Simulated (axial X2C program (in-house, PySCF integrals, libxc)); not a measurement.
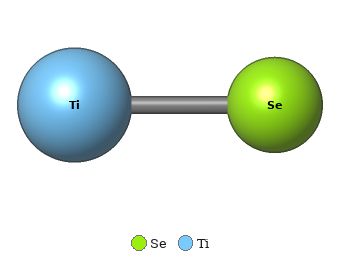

*The molecule at the reference distance of 2.209 Å.*

## Relativistic diatomic calculation for SeTi

System: SeTi, single determinant with Ω = 1.
Method: M06, two-component X2C with atomic mean-field Coulomb and Gaunt terms, Se dyall-cv3z, Ti dyall-cv3z (cores contracted) (axial X2C program (in-house, PySCF integrals, libxc)).

**Input file**
```
{"zs": [34, 22], "q": 0, "bas": ["dyall-cv3z", "dyall-cv3z"], "levels": ["PBE0", "HF", "M06"], "cc": true, "r0": 2.24, "thr": -1.0, "nmax": 90, "npts": 10, "nst": 2, "ntry": 6}
```

The line is the task of a batch: nuclear charges, charge, bases, the levels to run, a first guess of the distance and further settings. This report covers M06 with spin-orbit coupling. The log is that of the reference distance 2.209 Å.

Hardware: 1 thread of Intel Xeon @ 2.90GHz (Ice Lake), 64 GiB of memory available, shared host.

The run was one of a batch that the task file lists, launched with:
```bash
python <driver script> task.json out
```

**Log**
```
two-component X2C + atomic mean field  M06
basis functions 218  fitting functions 1242  grid points 5799
iter        total energy     max residual
   1      -3282.718310582     8.14e-02
   2      -3282.722259254     7.38e-03
   3      -3282.722571922     5.33e-03
   4      -3282.722967694     1.74e-03
   5      -3282.723134291     2.06e-03
   6      -3282.723242744     1.57e-03
   7      -3282.723335839     1.03e-03
   8      -3282.723412759     8.89e-04
   9      -3282.723459040     7.60e-04
  10      -3282.723479259     6.98e-04
  11      -3282.723478767     6.78e-04
  12      -3282.723468614     6.76e-04
  13      -3282.723460309     6.49e-04
  14      -3282.723456902     5.78e-04
  15      -3282.723459460     5.32e-04
  16      -3282.723465875     5.16e-04
  17      -3282.723472540     4.47e-04
  18      -3282.723468595     5.94e-04
  19      -3282.723481819     3.12e-04
  20      -3282.723490415     2.59e-04
  21      -3282.723492567     2.29e-04
  22      -3282.723495618     1.78e-04
  23      -3282.723498062     1.36e-04
  24      -3282.723499959     1.06e-04
  25      -3282.723501645     9.42e-05
  26      -3282.723502454     7.95e-05
  27      -3282.723503517     8.82e-05
  28      -3282.723504329     7.87e-05
  29      -3282.723505018     8.01e-05
  30      -3282.723505867     8.62e-05
  31      -3282.723505402     6.89e-05
  32      -3282.723504846     8.82e-05
  33      -3282.723504521     8.66e-05
  34      -3282.723504243     8.35e-05
  35      -3282.723502458     1.51e-04
  36      -3282.723502243     1.17e-04
  37      -3282.723503754     7.16e-05
  38      -3282.723504554     7.87e-05
  39      -3282.723504091     7.74e-05
  40      -3282.723504613     6.32e-05
  41      -3282.723506452     1.11e-04
  42      -3282.723507576     9.59e-05
  43      -3282.723507254     8.77e-05
  44      -3282.723505364     1.41e-04
  45      -3282.723505608     9.29e-05
  46      -3282.723506243     6.09e-05
  47      -3282.723504249     1.46e-04
  48      -3282.723503643     1.23e-04
  49      -3282.723503953     7.33e-05
  50      -3282.723503194     1.01e-04
  51      -3282.723500776     1.86e-04
  52      -3282.723504034     9.98e-05
  53      -3282.723504747     7.13e-05
  54      -3282.723506102     1.01e-04
  55      -3282.723507703     1.19e-04
  56      -3282.723507703     8.57e-05
  57      -3282.723507341     1.05e-04
  58      -3282.723507545     9.80e-05
  59      -3282.723508967     1.04e-04
  60      -3282.723505705     1.76e-04
  61      -3282.723504671     1.57e-04
  62      -3282.723500920     2.48e-04
  63      -3282.723503248     7.58e-05
  64      -3282.723503346     7.47e-05
  65      -3282.723502613     1.12e-04
  66      -3282.723502467     9.87e-05
  67      -3282.723502414     8.91e-05
  68      -3282.723502689     6.75e-05
  69      -3282.723502127     1.03e-04
  70      -3282.723504557     1.19e-04
  71      -3282.723508595     1.87e-04
  72      -3282.723501345     3.00e-04
  73      -3282.723500976     2.19e-04
  74      -3282.723499744     2.09e-04
  75      -3282.723499140     1.84e-04
  76      -3282.723501324     6.91e-05
  77      -3282.723502169     7.07e-05
  78      -3282.723502753     6.49e-05
  79      -3282.723502880     5.62e-05
  80      -3282.723502870     6.79e-05
NOT converged
one-electron -4907.15896911  Coulomb 1577.34649456  exact exchange -34.60786051  xc functional -96.40284001  nuclear repulsion 179.18721311  atomic mean-field constant -1.08754091
```

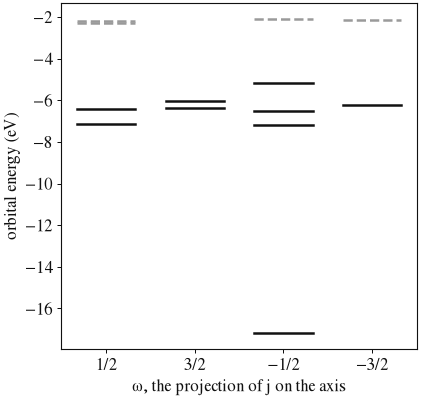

*Orbital energies near the frontier at 2.21 Å, filled (solid) and empty (dashed).*

The highest filled spinor (−1/2; 57 % Ti s, 34 % Ti d) lies at −5.18 eV, the lowest empty one (1/2; 54 % Ti d, 28 % Ti p) at −2.28 eV.

**What the run reported**

| quantity | value |
| --- | --- |
| outcome | 2 of 5 points not converged |
| wall time | 47 s |

**What went wrong**

2 of the 5 points of the curve did not converge at the level reported and have no energy. The log shown is that of a point that failed. The curve is incomplete.
